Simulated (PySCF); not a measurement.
# C$_{4}$H$_{15}$BN$_{2}$Si$_{2}$: what the fields show

Input file:

```
{"job": {"kind": "nmr", "xc": "PBE0", "basis": "pcSseg-1"}, "charge": 0, "multiplicity": 1}
C     -2.233923    -3.015811     0.188138
C     -1.602173    -2.065000    -0.187281
B     -0.783097    -0.835124    -0.655728
C      0.822475    -1.022890    -0.351284
N      1.506998     0.274531    -0.151629
Si     2.244252     0.516357     1.395595
Si     1.901043     1.155525    -1.594595
N     -1.213644     0.414254     0.308560
C     -2.432662     1.127923    -0.049331
H     -2.782096    -3.856761     0.505866
H     -1.019073    -0.511574    -1.778445
H      0.982058    -1.629939     0.544770
H      1.311634    -1.564033    -1.165868
H      1.235033     0.144150     2.404626
H      3.453694    -0.282797     1.617417
H      2.525555     1.946829     1.505469
H      0.679422     1.332197    -2.385106
H      2.917097     0.466101    -2.396560
H      2.381386     2.461842    -1.140089
H     -0.384653     1.015337     0.264596
H     -1.280792     0.044894     1.253658
H     -2.330398     1.525401    -1.056787
H     -3.268411     0.429758    -0.041305
H     -2.641461     1.948594     0.639799
```

Run with:

```sh
OMP_NUM_THREADS=1 python probes_run.py task.json out
```

Geometry: GFN2-xTB.

Level of theory: PBE0/pcSseg-1, SCF density, gas phase, non-relativistic in PySCF.

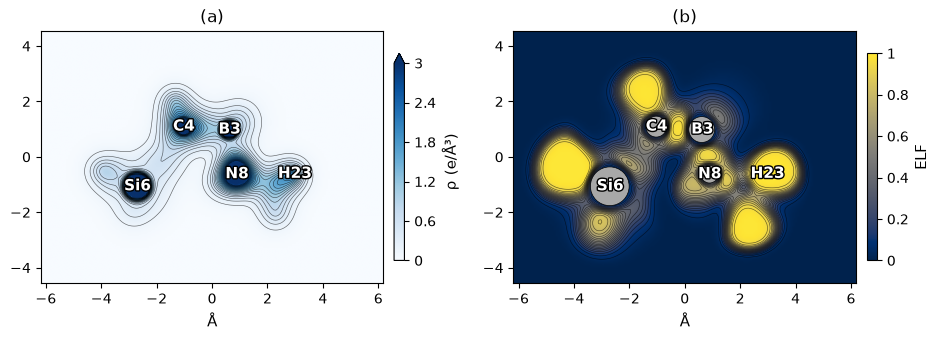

Figure 1. (a) electron density; (b) ELF on the plane of atoms C4, B3 and N8. Grey discs cover the atomic cores in the ELF map.

Describe what can be read from this map.

Answer.
- Atoms in the plane: B, C, Si, N and H.
- B–N (1.64 Å): the density is about 1.2 e/Å³ at the midpoint; the ELF peaks at about 0.95 between the atoms: a shared but strongly polarised pair.
- C–B (1.64 Å): ρ at the midpoint is about 1.2 e/Å³; the ELF peaks at about 1 between the atoms; a shared electron pair.

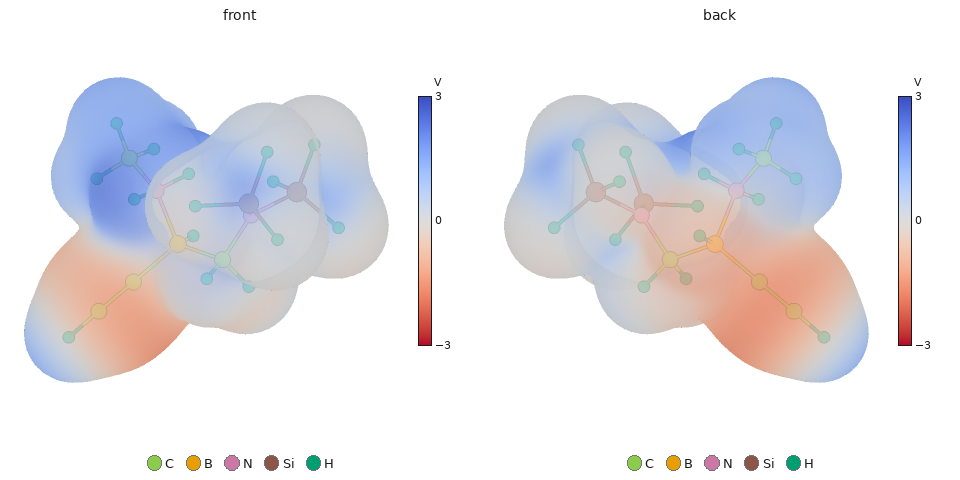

Figure 2. The electrostatic potential painted on the density surface at 0.002 e/bohr³, seen from the front and from behind; red is negative and blue positive.

Describe the electrostatic potential map.

Answer. The most negative region (about −1.5 V, or −35 kcal/mol for a unit charge) lies over C1 and C2, the most positive (about +2.1 V, or +48 kcal/mol for a unit charge) over H21.

What dipole moment does the calculation give?

Answer. Its dipole moment is 3.84 D.
